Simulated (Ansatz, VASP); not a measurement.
**VCl2O in two plane-wave programs**

Aim: how closely do two programs agree when they are given the same cell, functional and k mesh?

Calculated with Ansatz 0.2.0; plane waves, with VASP 6.6.1 beside it; single point at PBEsol.

**1. The starting structure**

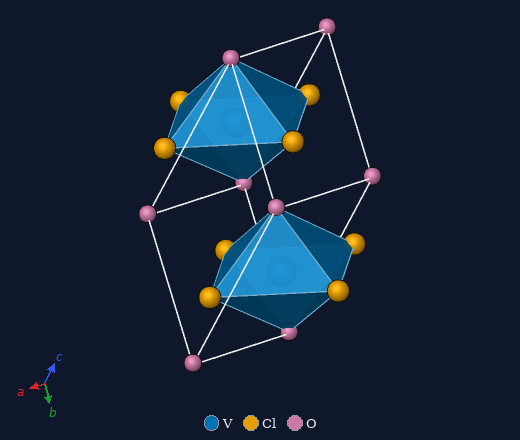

Start, viewed slightly off an axis; vanadium blue, chlorine orange, oxygen pink. Bonds to atoms that aren't drawn are left out. Some periodic images of atoms are drawn too.

**2. VASP: single point, PBEsol**

With cell and atoms fixed, the geometry can't cause a difference; cores, projectors, grids and the points listed under the comparison can.

Lines of VASP's logs that name or quote its potential files are left out, and so is its time.

File INCAR:

```
SYSTEM = VCl2O
PREC = Accurate
ENCUT = 400
EDIFF = 1E-06
NELM = 100
ISMEAR = -1
SIGMA = 0.05
LREAL = .FALSE.
ALGO = Normal
GGA = PS
NBANDS = 26
ISPIN = 2
MAGMOM = 2 0 0 0
LASPH = .TRUE.
LMAXMIX = 4
LORBIT = 11
LWAVE = .FALSE.
LCHARG = .FALSE.
KPAR = 4
ISIF = 2
```

File POSCAR:

```
VCl2O
1.0
   -1.7589440000      1.8210800000      6.5445490000
    1.7589440000     -1.8210800000      6.5445490000
    1.7589440000      1.8210800000     -6.5445490000
V Cl O
1 2 1
Direct
    0.5009970000     -0.0049720000      0.4928330000
    0.6326730000      0.6146110000     -0.0104180000
    0.3732800000      0.3777580000      0.0120060000
    0.0108550000     -0.0003090000      0.0132920000
```

File KPOINTS:

```
Automatic mesh
0
Gamma
6 7 9
0 0 0
```

PAW data sets: V_sv, Cl and O_s (PBE family, release 64).

Command:

```sh
$ mpirun -np 4 vasp_std
```

Numbers of over 12 decimals in the logs are rounded to 6 here.

What it wrote:

```text
[banner, memory and clock lines left out]
running    4 mpi-ranks, on    1 nodes
 distrk:  each k-point on    1 cores,    4 groups
 distr:  one band on    1 cores,    1 groups

 POSCAR found type information on POSCAR V ClO
 POSCAR found :  3 types and       4 ions
|                                                                             |
|               ----> ADVICE to this user running VASP <----                  |
|                                                                             |
|     You enforced a specific xc type in the INCAR file but a different       |
|     [... a line on the potential file left out ...]
|     I HOPE YOU KNOW WHAT YOU ARE DOING!                                     |
|                                                                             |

 LDA part: xc-table for (Slater+PW92), standard interpolation
|                                                                             |
|           W    W    AA    RRRRR   N    N  II  N    N   GGGG   !!!           |
|           W    W   A  A   R    R  NN   N  II  NN   N  G    G  !!!           |
|           W    W  A    A  R    R  N N  N  II  N N  N  G       !!!           |
|           W WW W  AAAAAA  RRRRR   N  N N  II  N  N N  G  GGG   !            |
|           WW  WW  A    A  R   R   N   NN  II  N   NN  G    G                |
|           W    W  A    A  R    R  N    N  II  N    N   GGGG   !!!           |
|                                                                             |
|     Your reciprocal lattice and k-lattice belong to different lattice       |
|     classes:                                                                |
|                                                                             |
|        The reciprocal lattice is face-centered orthorhombic,                |
|        whereas your k-lattice is triclinic.                                 |
|                                                                             |
|     Results are often still useful ...                                      |
|                                                                             |

 POSCAR, INCAR and KPOINTS ok, starting setup
 FFT: planning ... GRIDC
 FFT: planning ... GRID_SOFT
 FFT: planning ... GRID
 WAVECAR not read
 entering main loop
       N       E                     dE             d eps       ncg     rms          rms(c)
DAV:   1     0.238242053774E+03    0.23824E+03   -0.15284E+04 22448   0.952E+02
DAV:   2    -0.167257291081E+02   -0.25497E+03   -0.24235E+03 22556   0.307E+02
DAV:   3    -0.314245000799E+02   -0.14699E+02   -0.14549E+02 25008   0.724E+01
DAV:   4    -0.316121954813E+02   -0.18770E+00   -0.18755E+00 23470   0.858E+00
DAV:   5    -0.316152463330E+02   -0.30509E-02   -0.30504E-02 24782   0.112E+00    0.303E+01
DAV:   6    -0.288290601767E+02    0.27862E+01   -0.27236E+01 20996   0.570E+01    0.322E+01
DAV:   7    -0.268260467930E+02    0.20030E+01   -0.27345E+01 20866   0.619E+01    0.155E+01
DAV:   8    -0.250901130475E+02    0.17359E+01   -0.25558E+00 21150   0.185E+01    0.543E+00
DAV:   9    -0.251835523352E+02   -0.93439E-01   -0.34517E-01 22994   0.597E+00    0.470E+00
DAV:  10    -0.251358321313E+02    0.47720E-01   -0.72378E-02 21650   0.297E+00    0.178E+00
DAV:  11    -0.251141641146E+02    0.21668E-01   -0.33478E-02 21878   0.220E+00    0.526E-01
DAV:  12    -0.251150499316E+02   -0.88582E-03   -0.39727E-03 22932   0.544E-01    0.261E-01
DAV:  13    -0.251151258809E+02   -0.75949E-04   -0.43354E-04 24068   0.151E-01    0.120E-01
DAV:  14    -0.251151481330E+02   -0.22252E-04   -0.46670E-05 22216   0.511E-02    0.648E-02
DAV:  15    -0.251151271151E+02    0.21018E-04   -0.23052E-05 22498   0.568E-02    0.302E-02
DAV:  16    -0.251151254783E+02    0.16369E-05   -0.11378E-05 21488   0.343E-02    0.966E-03
DAV:  17    -0.251151274233E+02   -0.19451E-05   -0.34207E-06 20990   0.149E-02    0.528E-03
DAV:  18    -0.251151278777E+02   -0.45433E-06   -0.39768E-07 17020   0.491E-03
   1 F= -.25115128E+02 E0= -.25106598E+02  d E =-.170592E-01  mag=     1.0000
```

From OUTCAR (step 2):

```text
ion  position               nearest neighbor table
   1  0.501  0.995  0.493-   4 1.77   4 1.87   2 2.40   3 2.43   2 2.44   3 2.50
   2  0.633  0.615  0.990-   1 2.40   1 2.44
   3  0.373  0.378  0.012-   1 2.43   1 2.50
   4  0.011  1.000  0.013-   1 1.77   1 1.87

  LATTYP: Found a body centered orthorhombic cell.
 ALAT       =     3.5178880000
 B/A-ratio  =     1.0353257409
 C/A-ratio  =     3.7207261857

 Subroutine GETGRP returns: Found  1 space group operations
 (whereof  1 operations were pure point group operations)

The static configuration has the point symmetry C_1 .

 Found    190 irreducible k-points:

   k-points           NKPTS =    190   k-points in BZ     NKDIM =    190   number of bands    NBANDS=     26

   dimension x,y,z NGX =    48 NGY =   48 NGZ =   48
   dimension x,y,z NGXF=    96 NGYF=   96 NGZF=   96

   ENCUT  =  400.0 eV  29.40 Ry    5.42 a.u.  11.44 11.44 11.44*2*pi/ulx,y,z

   NELECT =      33.0000    total number of electrons

 k-points in reciprocal lattice and weights: Automatic mesh
   0.00000000  0.00000000  0.00000000       0.003
   0.16666667  0.00000000  0.00000000       0.005
   0.33333333  0.00000000  0.00000000       0.005
   0.50000000  0.00000000  0.00000000       0.003
  -0.00000000  0.14285714  0.00000000       0.005
   0.16666667  0.14285714  0.00000000       0.005
   0.33333333  0.14285714  0.00000000       0.005
   0.50000000  0.14285714  0.00000000       0.005
  -0.33333333  0.14285714  0.00000000       0.005
[...]
-0.33333333 -0.14285714  0.44444444       0.005
  -0.16666667 -0.14285714  0.44444444       0.005

 average (electrostatic) potential at core
       1 -79.5839       2 -93.7337       3 -93.5096       4 -83.6224

 E-fermi :   1.6288

 spin component 1
 k-point     1 :       0.0000    0.0000    0.0000
  band No.  band energies     occupation
    ...
     14       0.0372      1.00000
     15       0.2315      1.00000
     16       0.3933      1.00000
     17       0.8950      1.00000
     18       1.4455      0.97505
     19       2.0424      0.00026
     20       3.4109      0.00000
     21       3.5877      0.00000
     22       7.5826      0.00000
     23       9.3388      0.00000
    ...

 k-point     2 :       0.1667    0.0000    0.0000
  band No.  band energies     occupation
    ...
     13      -0.5204      1.00000
     14      -0.2352      1.00000
     15      -0.1636      1.00000
     16       0.2745      1.00000
     17       0.9373      1.00000
     18       2.2319      0.00001
     19       2.3483      0.00000
     20       3.4933      0.00000
     21       4.2700      0.00000
     22       8.3368      0.00000
    ...

 k-point     3 :       0.3333    0.0000    0.0000
  band No.  band energies     occupation
    ...
     13      -1.1334      1.00000
     14      -0.5480      1.00000
     15      -0.4088      1.00000
     16       0.0882      1.00000
     17       0.9905      1.00000
     18       3.2552      0.00000
     19       3.3272      0.00000
     20       3.5500      0.00000
     21       5.2213      0.00000
     22       9.2992      0.00000
    ...

 k-point     4 :       0.5000    0.0000    0.0000
  band No.  band energies     occupation
    ...
     13      -1.5043      1.00000
     14      -0.5932      1.00000
     15      -0.4524      1.00000
     16      -0.0718      1.00000
     17       1.0156      1.00000
     18       3.5730      0.00000
     19       3.7551      0.00000
     20       3.8052      0.00000
     21       5.6038      0.00000
     22       9.0584      0.00000
    ...

 k-point     5 :      -0.0000    0.1429    0.0000
  band No.  band energies     occupation
    ...
     14      -0.2618      1.00000
     15       0.0777      1.00000
     16       0.2272      1.00000
     17       1.2365      0.99961
     18       1.5833      0.71272
     19       1.9510      0.00159
     20       3.3235      0.00000
     21       3.7059      0.00000
     22       7.9987      0.00000
     23      10.0343      0.00000
    ...

 k-point     6 :       0.1667    0.1429    0.0000
  band No.  band energies     occupation
    ...
     13      -0.9331      1.00000
     14      -0.5796      1.00000
     15      -0.0403      1.00000
     16       0.3240      1.00000
     17       1.2626      0.99934
     18       2.2135      0.00001
     19       2.3142      0.00000
     20       3.3476      0.00000
     21       4.4812      0.00000
     22       8.6654      0.00000
    ...

  Total       -3.0797685     -3.3843023     -2.8334760      0.0112802     -0.0176839      0.5116202
  in kB      -58.8447753    -64.6634662    -54.1388927      0.2155296     -0.3378834      9.7754663
  external PRESSURE =     -59.2157114 kB  Pullay stress =       0.0000000 kB

  energy-cutoff  :      400.00
  volume of cell :       83.85
      direct lattice vectors                 reciprocal lattice vectors
    -1.758944000  1.821080000  6.544549000     0.000000000  0.274562348  0.076399459
     1.758944000 -1.821080000  6.544549000     0.284261466  0.000000000  0.076399459
     1.758944000  1.821080000 -6.544549000     0.284261466  0.274562348  0.000000000

 POSITION                                       TOTAL-FORCE (eV/Angst)
 -----------------------------------------------------------------------------------
      1.73584     -0.00218      6.56544         0.041294     -0.374874     -0.444697
      1.70885      1.83500      1.68654         0.183268      0.122805     -0.631951
      0.02899      0.01371      4.83663        -0.122601      0.125803      0.891548
      1.76269     -1.77654      6.52658        -0.101961      0.126266      0.185101
 -----------------------------------------------------------------------------------
    total drift:                               -0.000107      0.000219      0.000718

  FREE ENERGIE OF THE ION-ELECTRON SYSTEM (eV)
  ---------------------------------------------------
  free  energy   TOTEN  =       -25.1151278777 eV

  energy  without entropy=      -25.0980686593  energy(sigma->0) =      -25.10659827

 total charge
# of ion       s       p       d       tot
------------------------------------------
    1        2.250   6.276   2.887  11.414
    2        1.594   3.465   0.000   5.059
    3        1.595   3.456   0.000   5.051
    4        1.801   4.062   0.000   5.863
--------------------------------------------------
tot          7.241  17.259   2.887  27.387

 magnetization (x)
# of ion       s       p       d       tot
------------------------------------------
    1        0.013   0.010   1.049   1.072
    2       -0.000  -0.022   0.000  -0.022
    3       -0.000  -0.022   0.000  -0.022
    4       -0.002  -0.115   0.000  -0.118
--------------------------------------------------
tot          0.010  -0.149   1.049   0.910

[... 6 further parts left out ...]
```

The run ends at a pressure of -5.92 GPa, with forces up to 0.91 eV/Å.

(Part 1 of 2 ends here.)

[Lines on the potential files, build, host, timing and source positions are cut from VASP's logs without a mark.]

[Logs are printed without paths, hosts, clocks, repeated set-up lines and the standing remarks that a program may print on its own settings, such as how far it seeks lower states.]

[Hosts, paths, dates, database ids (printed as entryN), source tags and the programs' standing remarks are cut or masked in the printed files.]
